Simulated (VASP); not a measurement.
Band structure of CsPbBr₃ (cubic perovskite). These are rev-vdW-DF2, VASP's PBE PAW potentials (set 64) (plane waves; VASP) values and carry that method's errors.

Unless said otherwise, spin-orbit coupling is left out, though it shifts the bands of the heavy elements here.

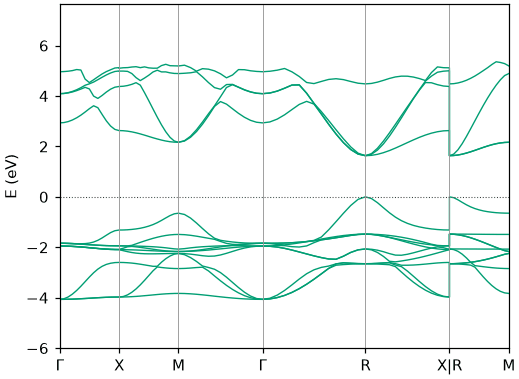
Figure. Bands along high-symmetry lines, zero at the valence-band maximum or, without a gap, the Fermi level

Read the plot: is there a gap, and where are the band edges?

The gap is direct, 1.63 eV, from the valence maximum at R to the conduction minimum at R. (Edges off the drawn lines would not show.)

The compound is CsPbBr3 in the cubic perovskite structure, the ideal cubic form; the compound distorts at low or room temperature. It was relaxed first.
